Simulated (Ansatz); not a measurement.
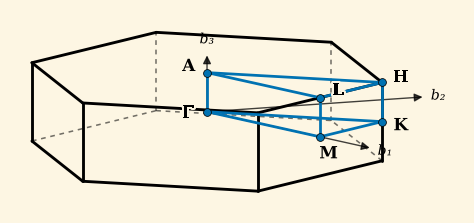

The first Brillouin zone and its special points. Crystal: Pr, the input geometry of an electronic-structure calculation (not necessarily at equilibrium). The drawing is computed from the coordinates (standard cell, symmetry found to 0.002 Å).

Space group No. 194, P6_3/mmc; a = 3.622 Å, b = 3.622 Å, c = 12.159 Å, α = 90.00°, β = 90.00°, γ = 120.00°.

Labels and path follow the convention of Hinuma et al. (2017), as computed by seekpath; the arrows show the directions of the reciprocal primitive vectors b₁, b₂, b₃, in which coordinates are given; lengths include the factor 2π.

Question: List the special points with their coordinates and distances from Γ.

Answer:
```json
{"point": "Γ", "k₁": "0", "k₂": "0", "k₃": "0", "length of k (1/Å)": "0.000"}
{"point": "A", "k₁": "0", "k₂": "0", "k₃": "1/2", "length of k (1/Å)": "0.258"}
{"point": "K", "k₁": "1/3", "k₂": "1/3", "k₃": "0", "length of k (1/Å)": "1.156"}
{"point": "H", "k₁": "1/3", "k₂": "1/3", "k₃": "1/2", "length of k (1/Å)": "1.185"}
{"point": "M", "k₁": "1/2", "k₂": "0", "k₃": "0", "length of k (1/Å)": "1.002"}
{"point": "L", "k₁": "1/2", "k₂": "0", "k₃": "1/2", "length of k (1/Å)": "1.034"}
```

Question: What is the zone's volume?

Answer: (2π)³ over the primitive cell's volume of 138.14 Å³: 1.8 Å⁻³.
